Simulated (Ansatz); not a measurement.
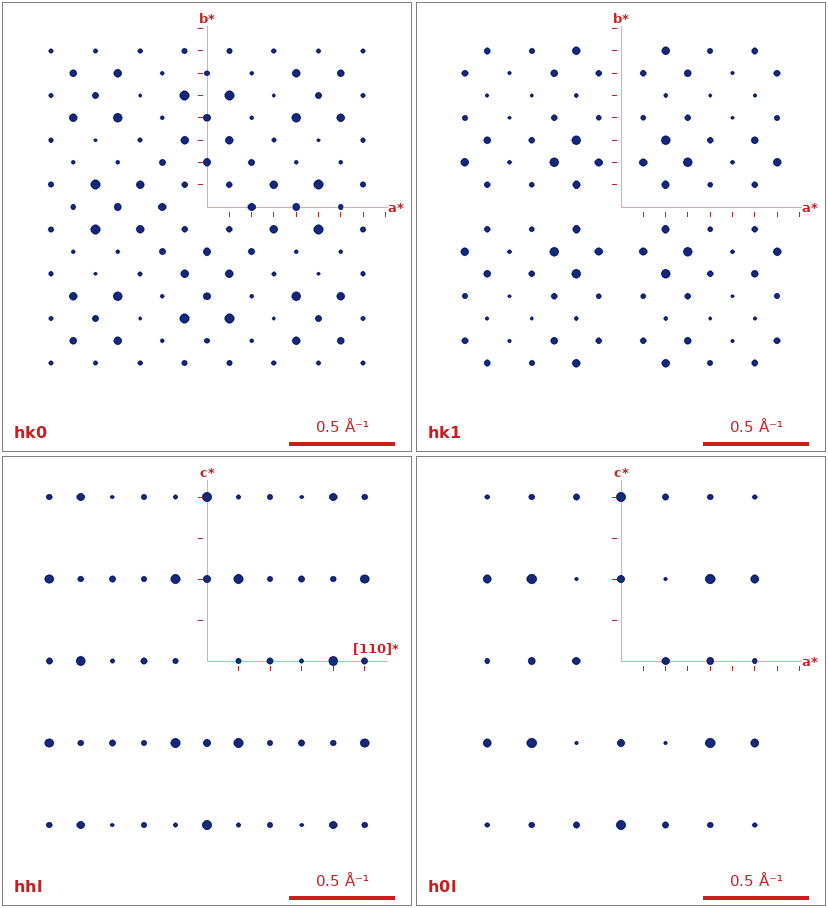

Simulated precession-type sections (X-rays; kinematic intensities, B = 0.5 Å²). The ticks mark integer indices of the conventional cell.

### Read the reciprocal cell and give the direct cell.

a* = 0.107, b* = 0.107, c* = 0.197 Å⁻¹; the cell is tetragonal with a = 9.35 Å, c = 5.08 Å.

### Which reflection conditions do the layers show?

Reflections are present only under these conditions. hkl: h + k + l = 2n; hk0: h + k = 2n; h0l: h = 2n, l = 2n; hhl: l = 2n; h00: h = 2n; 00l: l = 2n. The lattice is body-centred (I).

### Which space groups fit?

The intensities have Laue symmetry 4/mmm (the hk0 layer shows 4mm, hk1 shows 4mm). With these conditions the candidates are I4cm (No. 108), I-4c2 (No. 120), I4/mcm (No. 140). Diffraction geometry alone does not choose among them; the structure has I4/mcm. The compound is Sb2Br. Structure: the end point of a relaxation with Ansatz, DFT, PAW plane waves, r2scan; the starting structure was generated, so it need not be a known form of this composition.
